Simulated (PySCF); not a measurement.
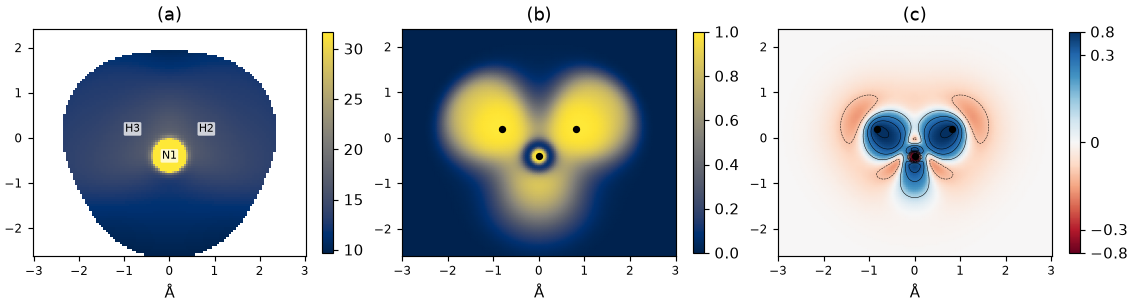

Figure. H3N, SMILES `N`. Three fields in the plane of N1, H2 and H3. (c): blue positive, red negative.

PySCF calculation, B3LYP/6-311+G**, gas phase; geometry: GFN2-xTB. No frequency check shows the geometry to be a minimum.

Input

```python
import numpy as np
from pyscf import gto, scf, dft
from pyscf.scf import atom_ks, atom_hf
from scipy.linalg import block_diag

def solve(mol, dm0=None, hcore=None):
    mf = (dft.UKS if mol.spin else dft.RKS)(mol, xc='b3lyp')
    mf.grids.level = 3
    mf = mf.density_fit(auxbasis='def2-universal-jkfit')
    mf.conv_tol, mf.max_cycle = 1e-8, 80
    if hcore is not None:
        mf.get_hcore = lambda *args: hcore
    mf.kernel(dm0)
    if not mf.converged:
        mf = mf.newton().run(mf.mo_coeff, mf.mo_occ, max_cycle=30)
    assert mf.converged, 'SCF not converged'
    return mf

mol = gto.M(atom='''
N      0.00002    -0.00002     0.11002
H      0.87174    -0.36201    -0.25676
H     -0.74953    -0.57379    -0.25671
H     -0.12233     0.93596    -0.25667
''', basis='6-311+g**', charge=0, spin=0, verbose=4)
mf = solve(mol)
mf.analyze()
# spherically averaged free atoms, for the promolecule
atm = atom_ks.get_atm_nrks(mol, xc='b3lyp')
pro = block_diag(*[(atm[a[0]][2] * atm[a[0]][3]) @ atm[a[0]][2].T for a in mol._atom])
np.savez('result.npz', e=mf.e_tot, c=mf.mo_coeff, occ=mf.mo_occ, eps=mf.mo_energy, pro=pro, dip=mf.dip_moment(verbose=0), s2=mf.spin_square()[0])
```

Run with:

```sh
OMP_NUM_THREADS=1 python input.py
```

The run took 4.1 s on 1 thread of Intel(R) Xeon(R) Platinum 8259CL CPU @ 2.50GHz (Skylake/Cascade Lake), with other jobs on the host, peak memory 0.18 GiB.

Partitions, critical points and surface values were worked out afterwards from this run's density.

Question: The panels show, in some order, the deformation density, electron localisation function (ELF) and average local ionisation energy. Which is which?

Answer: (a) is the average local ionisation energy: it is high near the heavier nuclei and lowest where loosely bound electrons reach out. (b) is the electron localisation function (ELF): it runs from 0 to 1 and is close to 1 over wide basins that fill the valence regions. (c) is the deformation density: it has both signs, with gains where valence electrons gather and losses around them.
